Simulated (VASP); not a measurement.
Band structure of ReSe₂ (relaxed from the CdCl2 structure, space group R-3m). Level of theory: PBEsol GGA, VASP's PBE PAW potentials (set 64) (plane waves; VASP).

Unless said otherwise, spin-orbit coupling is left out, though it shifts the bands of the heavy elements here.

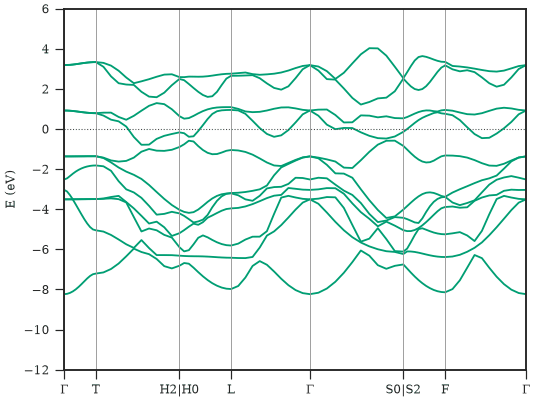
Figure: Bands along high-symmetry lines, zero at the valence-band maximum or, without a gap, the Fermi level

**Question.** Read the plot: is there a gap, and where are the band edges?

**Answer.** It has no gap at this level: it comes out as a metal or semimetal. (Edges off the drawn lines would not show.)

The structure was generated: ReSe2 was put into the CdCl2 type (R-3m), which need not be its known phase. It was relaxed first, which changed the volume by -27 %. The electron count is odd and the run is not spin-polarised, which forces a metal.
